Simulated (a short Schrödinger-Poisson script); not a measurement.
Stack: gated In0.52Al0.48As/In0.53Ga0.47As δ-doped gas in a quantum well, at 20 K.

```csv
layer,material,thickness (nm),Na (cm⁻³)
1,In0.52Al0.48As,20,-
2,In0.52Al0.48As,5,-
3,In0.53Ga0.47As,6,-
4,In0.52Al0.48As,4000,7e14
```

The device is made up for the run: typed textbook-type constants, with dimensions and the other settings drawn at random. In0.52Al0.48As: permittivity 12.5, conduction-band edge (eV) 0.52, gap (eV) 1.45, electron mass (mₑ) 0.075, Nv at 300 K (cm⁻³) 1.1e19. In0.53Ga0.47As: permittivity 13.9, conduction-band edge (eV) 0, gap (eV) 0.74, Nv at 300 K (cm⁻³) 7.7e18.

Channel valleys (confinement mass, in-plane density-of-states mass, number): Γ 0.041, 0.041, 1. At the gate the conduction-band edge of layer 1 lies 0.65 eV − eVg above the Fermi level of the channel; the field vanishes at the back. Sheet of ionised δ-doping: +4.4e12 e/cm² at 20 nm from the gate. The barrier under the gate holds no holes. Gaps are held at their typed values at every temperature. Mesh 0.08 nm at interfaces.

From a short Schrödinger-Poisson script (our own, NumPy): 1D Poisson equation in equilibrium, electrons quantum, Hartree (BenDaniel-Duke, 40 states a valley, the channel's in-plane mass for all, wave functions free to enter the barrier), parabolic valleys, classical holes, full ionisation, no traps, pinning or gate leakage.

Only gate voltages with over 1e8 electrons/cm² are shown.

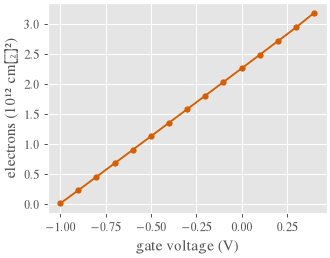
Fig. 1. Sheet density against gate voltage

```csv
Vg (V),electrons (cm⁻²),in the channel layer,C (μF/cm²),Γ E0 (meV),Γ E1 (meV)
0.4,3.19e12,2.89e12,0.517,-183.7,-1.8
0.3,2.94e12,2.70e12,0.366,-171.8,32.8
0.2,2.71e12,2.50e12,0.365,-158.5,68.9
0.1,2.49e12,2.29e12,0.365,-145.2,102.5
0,2.26e12,2.09e12,0.364,-132.0,131.8
-0.1,2.03e12,1.88e12,0.364,-118.8,155.3
-0.2,1.81e12,1.68e12,0.363,-105.5,174.5
-0.3,1.58e12,1.47e12,0.363,-92.3,191.5
-0.4,1.36e12,1.26e12,0.362,-79.2,207.4
-0.5,1.13e12,1.05e12,0.362,-66.0,222.8
-0.6,9.05e11,8.43e11,0.361,-52.9,237.8
-0.7,6.81e11,6.34e11,0.361,-39.7,252.5
-0.8,4.56e11,4.26e11,0.360,-26.6,267.1
-0.9,2.32e11,2.17e11,0.360,-13.6,281.6
-1,1.25e10,1.17e10,0.293,1.1,297.6
```

Subbands count from the Fermi level.

Above a few 1e12 electrons/cm² a light Γ valley is non-parabolic and upper valleys begin to fill, which the model leaves out.
